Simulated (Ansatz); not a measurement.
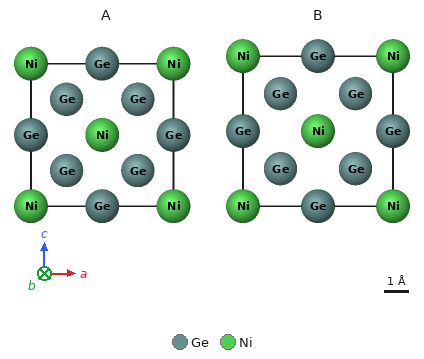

Two geometries of solid NiGe3 (built on the BiF3 (D0_3) type) (coarse preliminary run), drawn at one scale. One is the start of a relaxation, the other its converged end. The picture is a spheres-only view of the conventional cell (4 times the calculation's cell), seen along the b axis. Lengths and directions refer to the drawn axes.

Method: DFT PBE, scalar-relativistic, plane waves, PAW in Ansatz 0.2.0. Settings: plane-wave cutoff 420 eV; k-point mesh 6 × 6 × 6; occupations gaussian; smearing width 0.1 eV; no spin polarisation; cell and atoms relaxed; force threshold 0.05 eV/Å; at most 80 steps.

> Which of the two is the end point?

Structure B is the relaxed one. No atom moves by more than 0.005 Å relative to the cell. The drawn cell changes as follows: a = b = c 6.071 → 6.393 Å (+5.3 %); the volume changes by +16.8 %. Some distances before and after: Ge–Ni 3.036 → 3.197 Å, Ge–Ni 2.629 → 2.768 Å, Ge–Ge 2.629 → 2.768 Å. The space group stays Fm-3m (No. 225). After 2 accepted moves (3 points after the start) the energy has fallen by 138 meV per atom. All forces vanish by symmetry, so only the cell relaxes. The pressure goes from 21.08 to 0.46 GPa. At 1 point the geometry stayed and the basis and grid were re-selected for the new cell (energy shift of 1.2 meV per atom at most each time).
